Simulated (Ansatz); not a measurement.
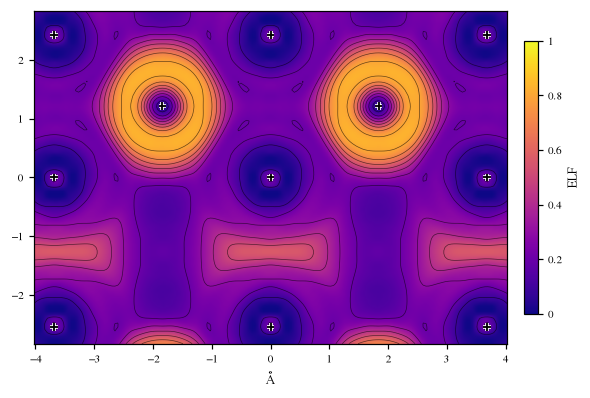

The ELF on a plane through atoms (crosses mark nuclei in the plane).

Method: Ansatz 0.2.0, DFT PBE, scalar-relativistic, plane waves, PAW.

Candidates:
A. AlGa$_{2}$N$_{2}$, a = 3.68 Å, b = 3.68 Å, c = 4.96 Å, α = 90.00°, β = 90.00°, γ = 90.00°. Space group P4/mmm; a structure generated by program, which may or may not match a known phase; computed without spin polarisation.
B. Mo$_{5}$W, a = 3.00 Å, b = 3.00 Å, c = 12.49 Å, α = 90.00°, β = 90.00°, γ = 120.00°. Space group P-3m1; a structure generated by program, which may or may not match a known phase; computed without spin polarisation.
C. ScTiSe, a = 4.36 Å, b = 4.36 Å, c = 3.55 Å, α = 90.00°, β = 90.00°, γ = 120.00°. Space group P-6m2; a structure generated by program, which may or may not match a known phase; computed without spin polarisation.

Which candidate gave the map?

Candidate A: AlGa$_{2}$N$_{2}$ on the (100) plane of the conventional cell, which holds Ga and N. Ga–N (2.20 Å): the ELF peaks at about 0.85 in the valence shell of N, 0.6 Å from its nucleus, and is about 0.30 at the midpoint. Ga–Ga (2.42 Å): the ELF is about 0.20 at the midpoint: no shared electron pair shows on this line.
